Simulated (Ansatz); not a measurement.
# [NH2]− (SMILES [NH2-]) at 6 levels

We compute a comparison of 6 runs (B3LYP/6-31G*, PBE0/def2-SVP, r2SCAN/pcseg-1, SVWN5/def2-TZVP, CAM-B3LYP/pcseg-2) of [NH2]−. 

The calculation is run with Ansatz 0.2.0.

5 further runs of the same task are left out: 2 that didn't finish, 3 set aside as unsound or not needed.

## Step 1: The molecule

The species is [NH2]− (3 atoms), meant as a singlet with charge -1. SMILES: `[NH2-]`. Geometry: relaxed at PBE0-D4/def2-TZVPD.

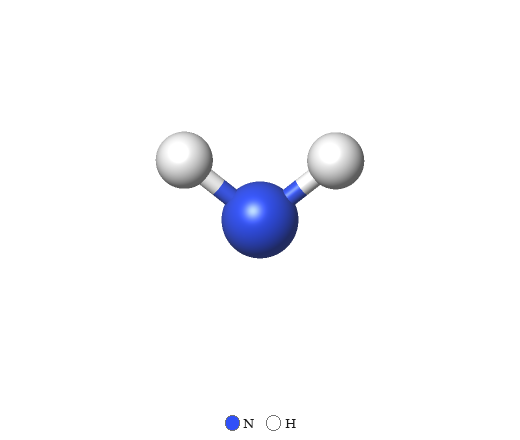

The structure, seen from a chosen angle (nitrogen blue, hydrogen white).

## Step 2: Energy and forces at B3LYP/6-31G(d) (spherical functions) (run 1)

Contents of job.yaml:

```yaml
crystal:
  periodic: [false, false, false]
  atoms:
    - symbol: N
      position_ang: [0.342200, -0.203000, 0.168700]
    - symbol: H
      position_ang: [0.125500, 0.801200, 0.156000]
    - symbol: H
      position_ang: [-0.467700, -0.598200, -0.324700]
basis:
  gaussian:
    orbitals: 6-31G_st_-spherical.json
total_charge: -1
hamiltonian:
  xc: {name: B3LYP}
accuracy: high
output: {forces: true, orbitals: {seedname: orbitals}}
```

The basis set 6-31G* is read from a file made from the Basis Set Exchange's data (not shown).

On the command line:

```bash
$ ansatz run job.yaml --threads 1 --pin off --max-ram 2610MiB --events-out events.jsonl --progress --plain --runs-dir runs
```

What it wrote:

```text
Warning: RAYON_NUM_THREADS=1 ignored (pool sized by the plan → 1); use --threads N
Functional definition: B3LYP
  name "B3LYP"
  parameter a0 = 0.2
  parameter ax = 0.72
  parameter ac = 0.81
  exchange = (1 - a0 - ax)*slater_x + ax*b88_x + a0*exact_x
  correlation = (1 - ac)*vwn_rpa_c + ac*lyp_c
332 factors; integrals over basis functions are off by at most 3.8e-9 eV
mean field evaluation 1: about -1519.2464 eV, gradient 7.9e0 eV
mean field evaluation 2: about -1519.2750 eV, gradient 7.7e0 eV
mean field evaluation 4: about -1519.3999 eV, gradient 1.1e-1 eV
mean field evaluation 8: about -1519.3985 eV, gradient 8.8e-4 eV
mean field evaluation 16: about -1519.3985 eV, gradient 9.7e-9 eV
mean field -1519.39845313 eV, -55.8368632673 hartree, gradient 9.7e-9 eV, S^2 0.000000; 0 other end points of the search recorded, 0 dependent functions left out
the calculation of the forces begins
reference -1519.39847594 eV, -55.8368641054 hartree; 5, 5 occupied and 13, 13 virtual orbitals, 332 factors
Total energy: -1519.39847594 eV, -55.8368641054 hartree
Atom 0 at     0.342200    -0.203000     0.168700 Å, force     1.035405    -0.614665     0.510393 eV/Å
Atom 1 at     0.125500     0.801200     0.156000 Å, force    -0.383994     0.623144    -0.146804 eV/Å
Atom 2 at    -0.467700    -0.598200    -0.324700 Å, force    -0.651412    -0.008478    -0.363589 eV/Å
Dipole moment:    -0.266017     0.157816    -0.131142 e Å
```

It took 0.46 s on 1 thread of Arm Neoverse V2, shared host.

## Step 3: Energy and gradient at B3LYP/6-31G(d) (Cartesian functions) (run 2)

Contents of run.yaml:

```yaml
crystal:
  periodic: [false, false, false]
  atoms:
    - {symbol: N, position_ang: [0.342200, -0.203000, 0.168700]}
    - {symbol: H, position_ang: [0.125500, 0.801200, 0.156000]}
    - {symbol: H, position_ang: [-0.467700, -0.598200, -0.324700]}
basis:
  gaussian: {orbitals: "6-31G*"}
total_charge: -1
output: {forces: true, orbitals: {seedname: orbitals}}
accuracy: high
hamiltonian: {xc: {name: B3LYP}}
```

On the command line:

```bash
$ ansatz run run.yaml --threads 1 --pin off --max-ram 2610MiB --events-out events.jsonl --progress --plain --runs-dir runs
```

What it wrote:

```text
Warning: RAYON_NUM_THREADS=1 ignored (pool sized by the plan → 1); use --threads N
[... 7 set-up lines as earlier in the session ...]
338 factors; integrals over basis functions are off by at most 2.0e-9 eV
mean field evaluation 1: about -1519.3262 eV, gradient 7.8e0 eV
mean field evaluation 2: about -1519.3579 eV, gradient 7.6e0 eV
mean field evaluation 4: about -1519.4783 eV, gradient 1.3e-1 eV
mean field evaluation 8: about -1519.4770 eV, gradient 6.2e-4 eV
mean field evaluation 16: about -1519.4770 eV, gradient 5.2e-8 eV
mean field -1519.47702954 eV, -55.8397508971 hartree, gradient 5.2e-8 eV, S^2 0.000000; 0 other end points of the search recorded, 0 dependent functions left out
the calculation of the forces begins
reference -1519.47705238 eV, -55.8397517366 hartree; 5, 5 occupied and 14, 14 virtual orbitals, 338 factors
Total energy: -1519.47705238 eV, -55.8397517366 hartree
Atom 0 at     0.342200    -0.203000     0.168700 Å, force     1.093302    -0.649012     0.538936 eV/Å
Atom 1 at     0.125500     0.801200     0.156000 Å, force    -0.414167     0.637429    -0.162068 eV/Å
Atom 2 at    -0.467700    -0.598200    -0.324700 Å, force    -0.679136     0.011583    -0.376868 eV/Å
Dipole moment:    -0.265197     0.157329    -0.130738 e Å
```

Wall time 0.46 s (1 thread of Arm Neoverse V2, shared host).

Runs 3 to 4 aren't shown in full; the table further down has their settings and results.

## Step 4: Energy and gradient at SVWN5/def2-TZVP (run 5)

Contents of run.yaml:

```yaml
basis:
  gaussian:
    orbitals: def2-TZVP
crystal:
  periodic: [false, false, false]
  atoms:
    - {symbol: "N", position_ang: [0.342200, -0.203000, 0.168700]}
    - {symbol: H, position_ang: [0.125500, 0.801200, 0.156000]}
    - {symbol: H, position_ang: [-0.467700, -0.598200, -0.324700]}
total_charge: -1
hamiltonian:
  xc: {name: SVWN5}
accuracy: high
output:
  forces: true
  orbitals: {seedname: orbitals}
```

On the command line:

```bash
$ ansatz run run.yaml --threads 1 --pin off --max-ram 2610MiB --events-out events.jsonl --progress --plain --runs-dir runs
```

What it wrote:

```text
Warning: RAYON_NUM_THREADS=1 ignored (pool sized by the plan → 1); use --threads N
Functional definition: SVWN5
  name "SVWN5"
  exchange = slater_x
  correlation = vwn5_c
663 factors; integrals over basis functions are off by at most 3.6e-9 eV
mean field evaluation 1: about -1508.4238 eV, gradient 6.4e0 eV
mean field evaluation 2: about -1508.1992 eV, gradient 1.2e1 eV
mean field evaluation 4: about -1508.5165 eV, gradient 2.0e-1 eV
mean field evaluation 8: about -1508.5100 eV, gradient 6.4e-3 eV
mean field evaluation 16: about -1508.5100 eV, gradient 1.7e-7 eV
mean field -1508.50998393 eV, -55.4367194046 hartree, gradient 3.4e-8 eV, S^2 0.000000; 0 other end points of the search recorded, 0 dependent functions left out
the calculation of the forces begins
reference -1508.50998611 eV, -55.4367194846 hartree; 5, 5 occupied and 38, 38 virtual orbitals, 663 factors
Total energy: -1508.50998611 eV, -55.4367194846 hartree
Atom 0 at     0.342200    -0.203000     0.168700 Å, force     0.589828    -0.350347     0.290729 eV/Å
Atom 1 at     0.125500     0.801200     0.156000 Å, force    -0.158673     0.496966    -0.034919 eV/Å
Atom 2 at    -0.467700    -0.598200    -0.324700 Å, force    -0.431156    -0.146618    -0.255810 eV/Å
Dipole moment:    -0.296257     0.175753    -0.146050 e Å
```

Wall time 0.58 s (1 thread of Arm Neoverse V2, shared host).

## Step 5: Energy and gradient at CAM-B3LYP/pcseg-2 (run 6)

Contents of run.yaml:

```yaml
crystal:
  periodic: [false, false, false]
  atoms:
    - {symbol: N, position_ang: [0.342200, -0.203000, 0.168700]}
    - {symbol: H, position_ang: [0.125500, 0.801200, 0.156000]}
    - {symbol: H, position_ang: [-0.467700, -0.598200, -0.324700]}
basis:
  gaussian:
    orbitals: pcseg-2
accuracy: high
output: {forces: true, orbitals: {seedname: orbitals}}
total_charge: -1
hamiltonian:
  xc: {name: CAM-B3LYP}
```

On the command line:

```bash
$ ansatz run run.yaml --threads 1 --pin off --max-ram 2610MiB --events-out events.jsonl --progress --plain --runs-dir runs
```

What it wrote:

```text
Warning: RAYON_NUM_THREADS=1 ignored (pool sized by the plan → 1); use --threads N
Functional definition: CAM-B3LYP
  name "CAM-B3LYP"
  parameter alpha = 0.19
  parameter beta = 0.46
  parameter omega = 0.33/bohr
[... 1 set-up line as earlier in the session ...]
  exchange = (1 - alpha - beta)*b88_x + beta*b88_x_sr(omega) + alpha*exact_x + beta*exact_x_lr(omega)
  correlation = (1 - ac)*vwn5_c + ac*lyp_c
942 factors; integrals over basis functions are off by at most 3.5e-9 eV
175 factors; integrals over basis functions are off by at most 1.9e-9 eV
mean field evaluation 1: about -1520.6577 eV, gradient 7.5e0 eV
mean field evaluation 2: about -1520.7738 eV, gradient 5.5e0 eV
mean field evaluation 4: about -1520.8318 eV, gradient 3.6e-1 eV
mean field evaluation 8: about -1520.8302 eV, gradient 1.2e-2 eV
mean field evaluation 16: about -1520.8302 eV, gradient 8.5e-6 eV
mean field -1520.83015921 eV, -55.8894774952 hartree, gradient 1.8e-8 eV, S^2 0.000000; 0 other end points of the search recorded, 0 dependent functions left out
the calculation of the forces begins
reference -1520.83017250 eV, -55.8894779838 hartree; 5, 5 occupied and 53, 53 virtual orbitals, 942 factors
Total energy: -1520.83017250 eV, -55.8894779838 hartree
Atom 0 at     0.342200    -0.203000     0.168700 Å, force     0.026516    -0.016158     0.013026 eV/Å
Atom 1 at     0.125500     0.801200     0.156000 Å, force    -0.014355     0.005861    -0.007362 eV/Å
Atom 2 at    -0.467700    -0.598200    -0.324700 Å, force    -0.012161     0.010297    -0.005664 eV/Å
Dipole moment:    -0.309636     0.183691    -0.152646 e Å
```

Wall time 1.6 s (1 thread of Arm Neoverse V2, shared host).

## Step 6: All runs side by side

```csv
run,level,Cartesian functions,energy (Eh),HOMO energy (eV),LUMO energy (eV),HOMO–LUMO gap (eV),wall time
1,B3LYP/6-31G* (spherical functions),no,-55.836864,4.57,10.51,5.93,0.46 s
2,B3LYP/6-31G* (Cartesian functions),yes,-55.839752,4.52,10.44,5.92,0.46 s
3,PBE0/def2-SVP,no,-55.729863,4.09,9.49,5.40,0.5 s
4,r2SCAN/pcseg-1,no,-55.810851,4.91,8.70,3.79,1.1 s
5,SVWN5/def2-TZVP,no,-55.436719,3.93,6.72,2.79,0.58 s
6,CAM-B3LYP/pcseg-2,no,-55.889478,0.93,7.16,6.24,1.6 s
```

## Step 7: What came out

| quantity | value |
| --- | --- |
| run 6: total energy | -55.88948 Eh |
| run 6: HOMO energy | 0.93 eV |
| run 6: LUMO energy | 7.16 eV |
| run 6: HOMO–LUMO gap (to an unbound level, set by the basis) | 6.24 eV |
| run 6: largest force on an atom | 0.034 eV/Å |

In words: The HOMO–LUMO gap runs from 2.79 eV (SVWN5/def2-TZVP) to 6.24 eV (CAM-B3LYP/pcseg-2). The two ends differ in method and basis. The empty levels of an anion lie above zero and hang on the basis. Totals of different functionals can't be ranked against each other. In runs 1, 2, 3, 4, 5, 6 the HOMO lies above zero, so the outermost electron may be held by the basis alone. All runs together took 4.7 s, the longest 1.6 s.
